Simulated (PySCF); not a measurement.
**[SbH6]-: singlet, from a trigonal prismatic start**

The task is one start of a wider search on [SbH6]-: the singlet, from a trigonal prismatic start. It is relaxed, tested by its Hessian and followed downhill if it is a saddle.

Computed with PySCF 2.14.0. Level: PBE0, basis Sb def2-TZVPD with ECP28, H def2-TZVPD, scalar-relativistic core potentials, no spin–orbit coupling, density fitting.

## Step 1: The system as given

7 atoms, charge -1, spin multiplicity 1.

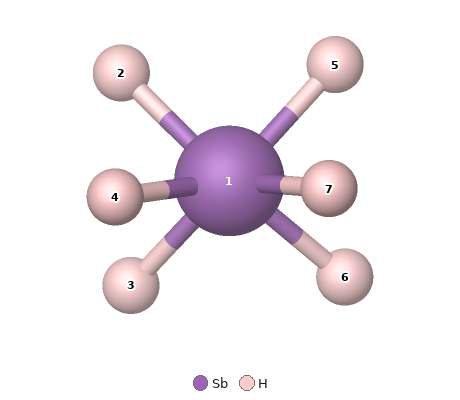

As it starts; antimony purple, hydrogen pink; atoms are numbered from 1 in the order of the file.

```xyz
7
charge -1 multiplicity 1
Sb    0.0000    0.0000    0.0000
H     1.2981    0.0000    1.1284
H    -0.6491    1.1242    1.1284
H    -0.6491   -1.1242    1.1284
H     1.2981    0.0000   -1.1284
H    -0.6491    1.1242   -1.1284
H    -0.6491   -1.1242   -1.1284
```

## Step 2: Trigonal prismatic start, singlet: relaxation

One driver script runs all steps and calls PySCF; scf.py shows how it sets up the SCF of each step. The optimiser is the driver's own. Before each start the driver seeks the lowest SCF state from one or more starting densities and follows internal instabilities, so scf.py alone need not reach the same state.

The program finds D3h symmetry in the start, which this walk keeps. Threshold on the gradient: 0.0003 Eh/bohr, with a further test on the energy change.

The input, scf.py:

```python
from pyscf import gto, scf, dft
mol = gto.M(atom='''
Sb    -0.000000     0.000000    -0.000000
H      1.298124     0.000008     1.128400
H     -0.649069     1.124204     1.128400
H     -0.649055    -1.124212     1.128400
H      1.298124     0.000008    -1.128400
H     -0.649069     1.124204    -1.128400
H     -0.649055    -1.124212    -1.128400''',
    basis={'Sb': 'def2-TZVPD', 'H': 'def2-TZVPD'},
    ecp={'Sb': 'def2-TZVPD'},
    charge=-1, spin=0)
mf = dft.RKS(mol, xc='PBE0')
mf.grids.atom_grid = (50, 194)
aux = {'Sb': 'def2-universal-JKFIT', 'H': 'def2-universal-JKFIT'}
mf = mf.density_fit(auxbasis=aux)
mf.kernel()
```

Further steps of the session: Vibrations and properties at this point; Following the imaginary mode; Is it a minimum? Harmonic modes.

**Question.** What will these runs give? Wanted: minimum; geometry; wavenumbers; dipole moment; highest occupied, lowest empty level; polar-tensor charge of Sb1; zero-point energy.

As calculated:

| quantity | value |
| --- | --- |
| minimum | singlet, Oh |
| geometry | Sb–H 1.799 Å (×6); H–Sb–H 90.0° (×12), H–Sb–H 180.0° (×3) |
| wavenumbers (cm⁻¹) | 750 (t2u), 842 (t1u), 946 (t2g), 1438 (eg), 1516 (t1u), 1771 (a1g) |
| dipole moment (centre of mass) | 0.00 D |
| highest occupied, lowest empty level | -1.12, 3.30 eV |
| polar-tensor charge of Sb1 | +2.05 e |
| zero-point energy | 100.5 kJ/mol |
| entropy at 298.15 K | 230.5 J/(mol K) |

**Reading.** From D3h at the start the molecule goes to a Oh minimum, after a stop at a saddle point 129.3 kJ/mol higher, from which it was pushed off along an imaginary mode. The strongest infrared band lies at 1516 cm⁻¹ (t1u, stretch). Only this shape and spin were tried, so other structures or states may lie lower. Spin–orbit coupling is left out.
